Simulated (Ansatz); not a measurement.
CH$_{8}$Ge$_{2}$

```yaml
atoms:
  - { symbol: Ge, position_ang: [-0.1825, 0.0861, 0.0396] }
  - { symbol: C, position_ang: [0.1841, -0.0450, 1.9758] }
  - { symbol: H, position_ang: [-0.7521, -0.2462, 2.5315] }
  - { symbol: H, position_ang: [0.9008, -0.8641, 2.1789] }
  - { symbol: H, position_ang: [0.6178, 0.9059, 2.3427] }
  - { symbol: H, position_ang: [1.1381, 0.3957, -0.7234] }
  - { symbol: H, position_ang: [-1.1664, 1.2624, -0.2254] }
  - { symbol: Ge, position_ang: [-1.1500, -1.9786, -0.8336] }
  - { symbol: H, position_ang: [-2.4403, -2.3538, -0.0529] }
  - { symbol: H, position_ang: [-1.5209, -1.8389, -2.3349] }
  - { symbol: H, position_ang: [-0.1502, -3.1599, -0.6931] }
```

Computed with RKS PBE/def2-SVP in Ansatz.

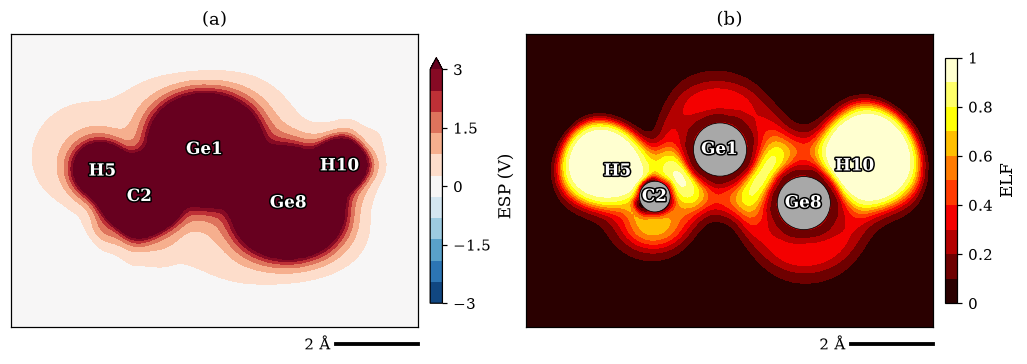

Figure 1. (a) electrostatic potential; (b) electron localisation function on the plane of atoms C2, Ge1 and Ge8. Grey discs cover the atomic cores in the ELF map.

> Interpret the plot.

- Atoms in the plane: Ge, C and H.
- C–Ge (1.97 Å): the ELF peaks at about 0.90 in the valence shell of C, 0.7 Å from its nucleus, and is about 0.70 at the midpoint.
- Ge–Ge (2.44 Å): the ELF peaks at about 0.85 between the atoms, as expected for a covalent bond.
- C–H (1.11 Å): the ELF climbs to about 1 towards the hydrogen, as it does in any bond to H: a covalent bond by its length.
- Ge–H (1.55 Å): the ELF climbs to about 1 towards the hydrogen.
- The potential has no marked negative region in this plane.

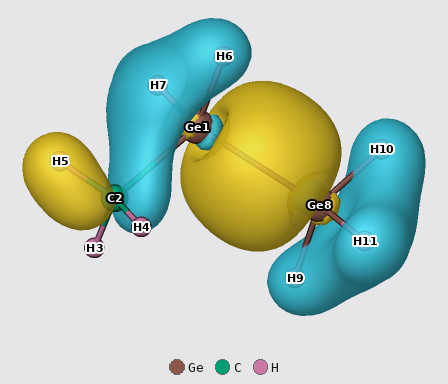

Figure 2. The HOMO at ±0.1 Å⁻³ᐟ² (yellow and cyan are the two phases), seen at a tilt.

> Where does this orbital lie, and at what energy?

Its weight (Hirshfeld) is mainly on Ge8 (about 35 %), Ge1 (about 35 %) and C2 (about 5 %). Its energy is −6.77 eV.

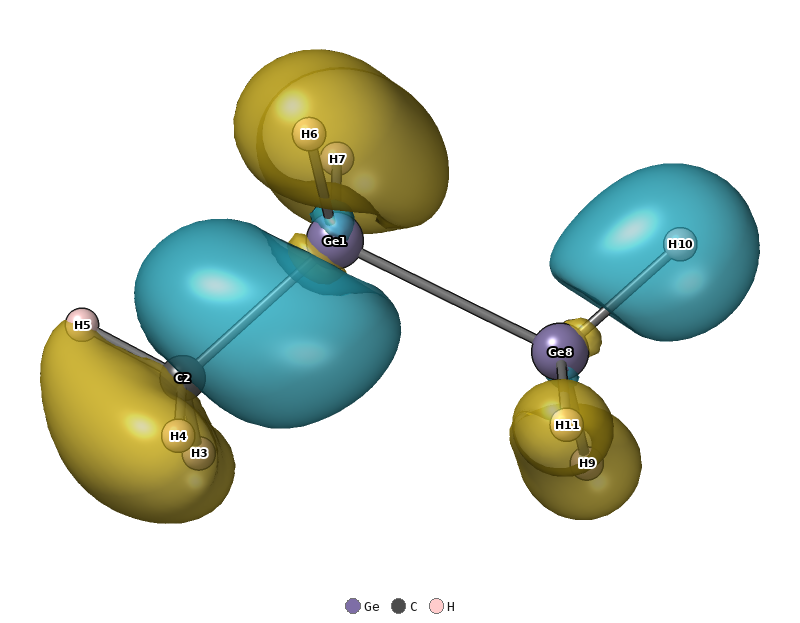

Figure 3. The HOMO−1 at ±0.1 Å⁻³ᐟ² (yellow and cyan are the two phases), seen across its widest extent.

> Where does this orbital lie, and at what energy?

It lies mainly on C2 (about 30 %), Ge1 (about 25 %), Ge8 (about 10 %), H10 (about 5 %), H6 (about 5 %) and H7 (about 5 %). Its energy is −7.58 eV.
